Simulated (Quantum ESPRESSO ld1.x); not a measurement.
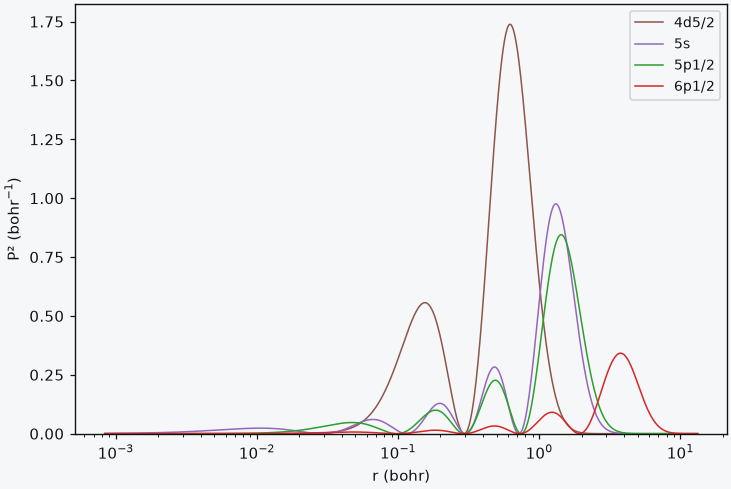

Nd²⁺ (Z = 60, 58 electrons); electrons: [Kr] 4d10 4f4 5s1 5p6 6p1 (open shells shared over both j by 2j + 1). Computed with Quantum ESPRESSO ld1.x 7.5: Dirac Kohn-Sham, B86b exchange with PBE correlation, spin-unpolarised, spherical densities, point nucleus.

The plot shows the radial probability densities P² (large components) of 5p1/2, 4d5/2, 5s and 6p1/2.

Question: What does the plot show?

Answer: 4d5/2: outer maximum at 0.625 bohr, ⟨r⟩ = 0.711 bohr, 1 node, eigenvalue −134.9 eV; 5s: outer maximum at 1.31 bohr, ⟨r⟩ = 1.45 bohr, 4 nodes, eigenvalue −59.6 eV; 5p1/2: outer maximum at 1.44 bohr, ⟨r⟩ = 1.61 bohr, 3 nodes, eigenvalue −42.9 eV; 6p1/2: outer maximum at 3.78 bohr, ⟨r⟩ = 4.10 bohr, 4 nodes, eigenvalue −12.2 eV.
